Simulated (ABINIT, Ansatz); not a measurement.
# SnGeTe3 (Pm-3m): zone-centre phonons, part 3 of 4

Aim: the zone-centre modes of SnGeTe3 (Pm-3m).

ABINIT 10.8.3; DFT LDA, scalar-relativistic, plane waves, HGH norm-conserving pseudopotentials.

So far. Step 2 (Relaxing the cell and atoms): The volume changes by +2.2 % from the cell with which this run began. Step 4 (Zone-centre response): The acoustic modes at Γ come out as far as 1.8 cm⁻¹ from zero, where they should vanish, a small numerical error. The lowest optical mode is imaginary, 99i cm⁻¹, an instability at this level and on this k mesh. The relaxed cell has a = 5.336 Å (conventional setting).

The structure was built from a prototype and need not be the compound's stable phase.

## (5) Modes with the sum rule

anaddb reads the merged derivatives and imposes the acoustic sum rule.

anaddb.abi

```
ddb_filepath "gamma_DDB"
output_file "anaddb.abo"
outdata_prefix "anaddb"
asr 1
chneut 1
enunit 2
eivec 1
nph1l 1
qph1l 0.0 0.0 0.0 1.0
```

mrgddb.in

```
gamma_DDB
merged
2
dfpt_gammao_DDB
gso_DDB
```

On the command line:

```console
> mrgddb < mrgddb.in > mrgddb.log
> OMP_NUM_THREADS=1 anaddb anaddb.abi > anaddb.log
```

anaddb.abo, the main output file:

```text
-outvars_anaddb: echo values of input variables ----------------------

 Miscellaneous information :
      enunit         2
       eivec         1
         asr         1
 First list of wavevector (reduced coord.) :
       nph1l         1
       qph1l
                     0.00000000E+00  0.00000000E+00  0.00000000E+00    1.000E+00

================================================================================

 read the DDB information and perform some checks

  ==== Info on the Cryst% object ====
 Real(R)+Recip(G) space primitive vectors, cartesian coordinates (Bohr,Bohr^-1):
 R(1)= 10.0837811  0.0000000  0.0000000  G(1)=  0.0991691  0.0000000  0.0000000
 R(2)=  0.0000000 10.0837811  0.0000000  G(2)=  0.0000000  0.0991691  0.0000000
 R(3)=  0.0000000  0.0000000 10.0837811  G(3)=  0.0000000  0.0000000  0.0991691
 Unit cell volume ucvol=  1.0253455E+03 bohr^3
 Angles (23,13,12)=  9.00000000E+01  9.00000000E+01  9.00000000E+01 degrees
 Time-reversal symmetry is present
 Reduced atomic positions [iatom, xred, symbol]:
    1)    0.0000000  0.0000000  0.0000000  Sn
    2)    0.5000000  0.5000000  0.5000000  Ge
    3)    0.5000000  0.5000000  0.0000000  Te
    4)    0.5000000  0.0000000  0.5000000  Te
    5)    0.0000000  0.5000000  0.5000000  Te

 DDB file with 3 blocks has been read.

================================================================================

 Treat the first list of vectors

  Phonon wavevector (reduced coordinates) :  0.00000  0.00000  0.00000
 Phonon energies in Hartree :
  -4.490747E-04 -4.490747E-04 -4.490747E-04 -2.910968E-04 -2.910968E-04
  -2.910968E-04 -2.705739E-04 -2.705739E-04 -2.705739E-04  1.132257E-08
   1.152268E-08  1.210316E-08  6.600461E-04  6.600461E-04  6.600461E-04
 Phonon energies in meV     :
- -1.221995E+01 -1.221995E+01 -1.221995E+01 -7.921147E+00 -7.921147E+00
- -7.921147E+00 -7.362691E+00 -7.362691E+00 -7.362691E+00  3.081027E-04
-  3.135480E-04  3.293438E-04  1.796077E+01  1.796077E+01  1.796077E+01
 Phonon frequencies in cm-1    :
- -9.856051E+01 -9.856051E+01 -9.856051E+01 -6.388836E+01 -6.388836E+01
- -6.388836E+01 -5.938411E+01 -5.938411E+01 -5.938411E+01  2.485016E-03
-  2.528935E-03  2.656337E-03  1.448634E+02  1.448634E+02  1.448634E+02
 Phonon frequencies in Thz     :
- -2.954770E+00 -2.954770E+00 -2.954770E+00 -1.915325E+00 -1.915325E+00
- -1.915325E+00 -1.780291E+00 -1.780291E+00 -1.780291E+00  7.449891E-05
-  7.581558E-05  7.963498E-05  4.342895E+00  4.342895E+00  4.342895E+00
 Phonon energies in Kelvin  :
- -1.418066E+02 -1.418066E+02 -1.418066E+02 -9.192109E+01 -9.192109E+01
- -9.192109E+01 -8.544048E+01 -8.544048E+01 -8.544048E+01  3.575384E-03
-  3.638574E-03  3.821876E-03  2.084261E+02  2.084261E+02  2.084261E+02

 Eigendisplacements
 (will be given, for each mode : in cartesian coordinates
   for each atom the real part of the displacement vector,
   then the imaginary part of the displacement vector - absolute values smaller than 1.0d-7 are set to zero)
  Mode number    1   Energy   -4.490747E-04
 Attention : low frequency mode.
   (Could be unstable or acoustic mode)
-  1  0.00000000E+00  0.00000000E+00 -1.35301914E-03
-     0.00000000E+00  0.00000000E+00  0.00000000E+00
-  2  0.00000000E+00  0.00000000E+00 -1.11441524E-03
-     0.00000000E+00  0.00000000E+00  0.00000000E+00
-  3  0.00000000E+00  0.00000000E+00 -4.96304414E-05
-     0.00000000E+00  0.00000000E+00  0.00000000E+00
-  4  0.00000000E+00  0.00000000E+00  9.71320638E-04
-     0.00000000E+00  0.00000000E+00  0.00000000E+00
-  5  0.00000000E+00  0.00000000E+00  9.71320638E-04
-     0.00000000E+00  0.00000000E+00  0.00000000E+00
  Mode number    2   Energy   -4.490747E-04
 Attention : low frequency mode.
   (Could be unstable or acoustic mode)
-  1  0.00000000E+00  1.35301914E-03  0.00000000E+00
-     0.00000000E+00  0.00000000E+00  0.00000000E+00
-  2  0.00000000E+00  1.11441524E-03  0.00000000E+00
-     0.00000000E+00  0.00000000E+00  0.00000000E+00
-  3  0.00000000E+00 -9.71320638E-04  0.00000000E+00
-     0.00000000E+00  0.00000000E+00  0.00000000E+00
-  4  0.00000000E+00  4.96304414E-05  0.00000000E+00
-     0.00000000E+00  0.00000000E+00  0.00000000E+00
-  5  0.00000000E+00 -9.71320638E-04  0.00000000E+00
-     0.00000000E+00  0.00000000E+00  0.00000000E+00
  Mode number    3   Energy   -4.490747E-04
 Attention : low frequency mode.
   (Could be unstable or acoustic mode)
-  1  1.35301914E-03  0.00000000E+00  0.00000000E+00
-     0.00000000E+00  0.00000000E+00  0.00000000E+00
-  2  1.11441524E-03  0.00000000E+00  0.00000000E+00
-     0.00000000E+00  0.00000000E+00  0.00000000E+00
-  3 -9.71320638E-04  0.00000000E+00  0.00000000E+00
-     0.00000000E+00  0.00000000E+00  0.00000000E+00
-  4 -9.71320638E-04  0.00000000E+00  0.00000000E+00
-     0.00000000E+00  0.00000000E+00  0.00000000E+00
-  5  4.96304414E-05  0.00000000E+00  0.00000000E+00
-     0.00000000E+00  0.00000000E+00  0.00000000E+00
  Mode number    4   Energy   -2.910968E-04
 Attention : low frequency mode.
   (Could be unstable or acoustic mode)
-  1  0.00000000E+00  0.00000000E+00  0.00000000E+00
-     0.00000000E+00  0.00000000E+00  0.00000000E+00
-  2  0.00000000E+00  0.00000000E+00  0.00000000E+00
-     0.00000000E+00  0.00000000E+00  0.00000000E+00
-  3  0.00000000E+00  0.00000000E+00  0.00000000E+00
-     0.00000000E+00  0.00000000E+00  0.00000000E+00
-  4  0.00000000E+00  0.00000000E+00  1.46615408E-03
-     0.00000000E+00  0.00000000E+00  0.00000000E+00
-  5  0.00000000E+00  0.00000000E+00 -1.46615408E-03
-     0.00000000E+00  0.00000000E+00  0.00000000E+00
  Mode number    5   Energy   -2.910968E-04
 Attention : low frequency mode.
   (Could be unstable or acoustic mode)
-  1  0.00000000E+00  0.00000000E+00  0.00000000E+00
-     0.00000000E+00  0.00000000E+00  0.00000000E+00
-  2  0.00000000E+00  0.00000000E+00  0.00000000E+00
-     0.00000000E+00  0.00000000E+00  0.00000000E+00
-  3  0.00000000E+00  1.46615408E-03  0.00000000E+00
-     0.00000000E+00  0.00000000E+00  0.00000000E+00
-  4  0.00000000E+00  0.00000000E+00  0.00000000E+00
-     0.00000000E+00  0.00000000E+00  0.00000000E+00
-  5  0.00000000E+00 -1.46615408E-03  0.00000000E+00
-     0.00000000E+00  0.00000000E+00  0.00000000E+00
  Mode number    6   Energy   -2.910968E-04
 Attention : low frequency mode.
   (Could be unstable or acoustic mode)
-  1  0.00000000E+00  0.00000000E+00  0.00000000E+00
-     0.00000000E+00  0.00000000E+00  0.00000000E+00
-  2  0.00000000E+00  0.00000000E+00  0.00000000E+00
-     0.00000000E+00  0.00000000E+00  0.00000000E+00
-  3  1.46615408E-03  0.00000000E+00  0.00000000E+00
-     0.00000000E+00  0.00000000E+00  0.00000000E+00
-  4 -1.46615408E-03  0.00000000E+00  0.00000000E+00
-     0.00000000E+00  0.00000000E+00  0.00000000E+00
-  5  0.00000000E+00  0.00000000E+00  0.00000000E+00
-     0.00000000E+00  0.00000000E+00  0.00000000E+00
  Mode number    7   Energy   -2.705739E-04
 Attention : low frequency mode.
   (Could be unstable or acoustic mode)
-  1  0.00000000E+00  0.00000000E+00 -1.35441568E-03
-     0.00000000E+00  0.00000000E+00  0.00000000E+00
-  2  0.00000000E+00  0.00000000E+00  1.84221739E-03
-     0.00000000E+00  0.00000000E+00  0.00000000E+00
-  3  0.00000000E+00  0.00000000E+00  7.27048239E-04
-     0.00000000E+00  0.00000000E+00  0.00000000E+00
-  4  0.00000000E+00  0.00000000E+00 -2.57663084E-04
-     0.00000000E+00  0.00000000E+00  0.00000000E+00
-  5  0.00000000E+00  0.00000000E+00 -2.57663084E-04
-     0.00000000E+00  0.00000000E+00  0.00000000E+00
  Mode number    8   Energy   -2.705739E-04
 Attention : low frequency mode.
   (Could be unstable or acoustic mode)
-  1  0.00000000E+00  1.35441568E-03  0.00000000E+00
-     0.00000000E+00  0.00000000E+00  0.00000000E+00
-  2  0.00000000E+00 -1.84221739E-03  0.00000000E+00
-     0.00000000E+00  0.00000000E+00  0.00000000E+00
-  3  0.00000000E+00  2.57663084E-04  0.00000000E+00
-     0.00000000E+00  0.00000000E+00  0.00000000E+00
-  4  0.00000000E+00 -7.27048239E-04  0.00000000E+00
-     0.00000000E+00  0.00000000E+00  0.00000000E+00
-  5  0.00000000E+00  2.57663084E-04  0.00000000E+00
-     0.00000000E+00  0.00000000E+00  0.00000000E+00
  Mode number    9   Energy   -2.705739E-04
 Attention : low frequency mode.
   (Could be unstable or acoustic mode)
-  1  1.35441568E-03  0.00000000E+00  0.00000000E+00
-     0.00000000E+00  0.00000000E+00  0.00000000E+00
-  2 -1.84221739E-03  0.00000000E+00  0.00000000E+00
-     0.00000000E+00  0.00000000E+00  0.00000000E+00
-  3  2.57663084E-04  0.00000000E+00  0.00000000E+00
-     0.00000000E+00  0.00000000E+00  0.00000000E+00
-  4  2.57663084E-04  0.00000000E+00  0.00000000E+00
-     0.00000000E+00  0.00000000E+00  0.00000000E+00
-  5 -7.27048239E-04  0.00000000E+00  0.00000000E+00
-     0.00000000E+00  0.00000000E+00  0.00000000E+00
  Mode number   10   Energy    1.132257E-08
 Attention : low frequency mode.
   (Could be unstable or acoustic mode)
-  1  0.00000000E+00  0.00000000E+00 -9.77528312E-04
-     0.00000000E+00  0.00000000E+00  0.00000000E+00
-  2  0.00000000E+00  0.00000000E+00 -9.77539685E-04
-     0.00000000E+00  0.00000000E+00  0.00000000E+00
-  3  0.00000000E+00  0.00000000E+00 -9.77513645E-04
-     0.00000000E+00  0.00000000E+00  0.00000000E+00
-  4  0.00000000E+00  0.00000000E+00 -9.77478058E-04
-     0.00000000E+00  0.00000000E+00  0.00000000E+00
-  5  0.00000000E+00  0.00000000E+00 -9.77478058E-04
-     0.00000000E+00  0.00000000E+00  0.00000000E+00
  Mode number   11   Energy    1.152268E-08
 Attention : low frequency mode.
   (Could be unstable or acoustic mode)
-  1  0.00000000E+00  9.77528312E-04  0.00000000E+00
-     0.00000000E+00  0.00000000E+00  0.00000000E+00
-  2  0.00000000E+00  9.77539685E-04  0.00000000E+00
-     0.00000000E+00  0.00000000E+00  0.00000000E+00
-  3  0.00000000E+00  9.77478058E-04  0.00000000E+00
-     0.00000000E+00  0.00000000E+00  0.00000000E+00
-  4  0.00000000E+00  9.77513645E-04  0.00000000E+00
-     0.00000000E+00  0.00000000E+00  0.00000000E+00
-  5  0.00000000E+00  9.77478058E-04  0.00000000E+00
-     0.00000000E+00  0.00000000E+00  0.00000000E+00
  Mode number   12   Energy    1.210316E-08
 Attention : low frequency mode.
   (Could be unstable or acoustic mode)
-  1  9.77528312E-04  0.00000000E+00  0.00000000E+00
-     0.00000000E+00  0.00000000E+00  0.00000000E+00
-  2  9.77539685E-04  0.00000000E+00  0.00000000E+00
-     0.00000000E+00  0.00000000E+00  0.00000000E+00
-  3  9.77478058E-04  0.00000000E+00  0.00000000E+00
-     0.00000000E+00  0.00000000E+00  0.00000000E+00
-  4  9.77478058E-04  0.00000000E+00  0.00000000E+00
-     0.00000000E+00  0.00000000E+00  0.00000000E+00
-  5  9.77513645E-04  0.00000000E+00  0.00000000E+00
-     0.00000000E+00  0.00000000E+00  0.00000000E+00
  Mode number   13   Energy    6.600461E-04
-  1  0.00000000E+00  0.00000000E+00  2.26420361E-05
-     0.00000000E+00  0.00000000E+00  0.00000000E+00
-  2  0.00000000E+00  0.00000000E+00  1.40138729E-03
-     0.00000000E+00  0.00000000E+00  0.00000000E+00
-  3  0.00000000E+00  0.00000000E+00 -1.67708686E-03
-     0.00000000E+00  0.00000000E+00  0.00000000E+00
-  4  0.00000000E+00  0.00000000E+00  4.29290570E-04
-     0.00000000E+00  0.00000000E+00  0.00000000E+00
-  5  0.00000000E+00  0.00000000E+00  4.29290570E-04
-     0.00000000E+00  0.00000000E+00  0.00000000E+00
  Mode number   14   Energy    6.600461E-04
-  1  0.00000000E+00 -2.26420361E-05  0.00000000E+00
-     0.00000000E+00  0.00000000E+00  0.00000000E+00
-  2  0.00000000E+00 -1.40138729E-03  0.00000000E+00
-     0.00000000E+00  0.00000000E+00  0.00000000E+00
-  3  0.00000000E+00 -4.29290570E-04  0.00000000E+00
-     0.00000000E+00  0.00000000E+00  0.00000000E+00
-  4  0.00000000E+00  1.67708686E-03  0.00000000E+00
-     0.00000000E+00  0.00000000E+00  0.00000000E+00
-  5  0.00000000E+00 -4.29290570E-04  0.00000000E+00
-     0.00000000E+00  0.00000000E+00  0.00000000E+00
  Mode number   15   Energy    6.600461E-04
-  1  2.26420361E-05  0.00000000E+00  0.00000000E+00
-     0.00000000E+00  0.00000000E+00  0.00000000E+00
-  2  1.40138729E-03  0.00000000E+00  0.00000000E+00
-     0.00000000E+00  0.00000000E+00  0.00000000E+00
-  3  4.29290570E-04  0.00000000E+00  0.00000000E+00
-     0.00000000E+00  0.00000000E+00  0.00000000E+00
-  4  4.29290570E-04  0.00000000E+00  0.00000000E+00
-     0.00000000E+00  0.00000000E+00  0.00000000E+00
-  5 -1.67708686E-03  0.00000000E+00  0.00000000E+00
-     0.00000000E+00  0.00000000E+00  0.00000000E+00

 Analysis of degeneracies and characters (maximum tolerance=1.00E-06 a.u.)
 For each vibration mode, or group of modes if degenerate,
 the characters are given for each symmetry operation (see the list in the log file).
 Symmetry characters of vibration mode #   1
       degenerate with vibration modes #   2 to    3
  3.0 -3.0 -1.0  1.0 -1.0  1.0 -1.0  1.0  1.0 -1.0 -1.0  1.0  1.0 -1.0 -1.0  1.0
 -0.0  0.0  0.0 -0.0 -0.0  0.0  0.0 -0.0  1.0 -1.0 -1.0  1.0 -1.0  1.0  1.0 -1.0
 -0.0  0.0 -0.0  0.0  0.0 -0.0  0.0 -0.0  1.0 -1.0  1.0 -1.0 -1.0  1.0 -1.0  1.0
 Symmetry characters of vibration mode #   4
       degenerate with vibration modes #   5 to    6
  3.0 -3.0 -1.0  1.0 -1.0  1.0 -1.0  1.0 -1.0  1.0  1.0 -1.0 -1.0  1.0  1.0 -1.0
  0.0 -0.0  0.0 -0.0 -0.0  0.0 -0.0  0.0 -1.0  1.0  1.0 -1.0  1.0 -1.0 -1.0  1.0
  0.0 -0.0 -0.0  0.0 -0.0  0.0  0.0 -0.0 -1.0  1.0 -1.0  1.0  1.0 -1.0  1.0 -1.0
 Symmetry characters of vibration mode #   7
       degenerate with vibration modes #   8 to    9
  3.0 -3.0 -1.0  1.0 -1.0  1.0 -1.0  1.0  1.0 -1.0 -1.0  1.0  1.0 -1.0 -1.0  1.0
  0.0 -0.0  0.0 -0.0 -0.0  0.0 -0.0  0.0  1.0 -1.0 -1.0  1.0 -1.0  1.0  1.0 -1.0
  0.0 -0.0 -0.0  0.0 -0.0  0.0  0.0 -0.0  1.0 -1.0  1.0 -1.0 -1.0  1.0 -1.0  1.0
 Symmetry characters of vibration mode #  10
       degenerate with vibration modes #  11 to   12
  3.0 -3.0 -1.0  1.0 -1.0  1.0 -1.0  1.0  1.0 -1.0 -1.0  1.0  1.0 -1.0 -1.0  1.0
  0.0 -0.0  0.0 -0.0 -0.0  0.0 -0.0  0.0  1.0 -1.0 -1.0  1.0 -1.0  1.0  1.0 -1.0
  0.0 -0.0 -0.0  0.0 -0.0  0.0  0.0 -0.0  1.0 -1.0  1.0 -1.0 -1.0  1.0 -1.0  1.0
 Symmetry characters of vibration mode #  13
       degenerate with vibration modes #  14 to   15
  3.0 -3.0 -1.0  1.0 -1.0  1.0 -1.0  1.0  1.0 -1.0 -1.0  1.0  1.0 -1.0 -1.0  1.0
  0.0 -0.0  0.0 -0.0 -0.0  0.0 -0.0  0.0  1.0 -1.0 -1.0  1.0 -1.0  1.0  1.0 -1.0
  0.0 -0.0 -0.0  0.0 -0.0  0.0  0.0 -0.0  1.0 -1.0  1.0 -1.0 -1.0  1.0 -1.0  1.0
-
```

It took 0.48 s on 1 thread of Arm Neoverse V2, shared host.

Numbers from this step:

```
lowest optical zone-centre mode : -98.56 cm⁻¹
```

No LO-TO term; unit eigenvectors of the mass-weighted matrix, from anaddb's displacements. The modes at Γ (shares of kinetic energy by element, %) (negative means imaginary):

```
mode  frequency (cm⁻¹)  symmetry  Sn %  Ge %  Te %
   1             -98.6       T1u    40    16    44
   2             -98.6       T1u    40    16    44
   3             -98.6       T1u    40    16    44
   4             -63.9       T2u     0     0   100
   5             -63.9       T2u     0     0   100
   6             -63.9       T2u     0     0   100
   7             -59.4       T1u    40    45    15
   8             -59.4       T1u    40    45    15
   9             -59.4       T1u    40    45    15
  10               0.0  acoustic    21    13    67
  11               0.0  acoustic    21    13    67
  12               0.0  acoustic    21    13    67
  13             144.9       T1u     0    26    74
  14             144.9       T1u     0    26    74
  15             144.9       T1u     0    26    74
```

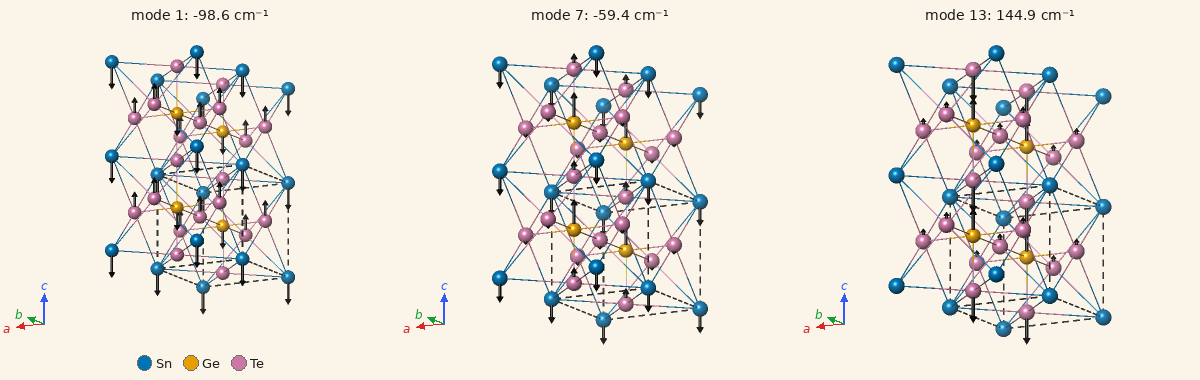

Displacement patterns of modes 1, 7 and 13 at Γ; arrows are exaggerated. 1×2×2 cells are drawn. Some periodic images of atoms are drawn too.

The rule moves no optical mode by more than 0.1 cm⁻¹.

(Continued in part 4 of 4.)

[Host names and launcher messages were left out of these logs when they were recorded.]

[Logs are printed without paths, hosts, clocks, repeated set-up lines and the standing remarks that a program may print on its own settings, such as how far it seeks lower states.]

[Hosts, paths, dates, database ids (printed as entryN), source tags and the programs' standing remarks are cut or masked in the printed files.]
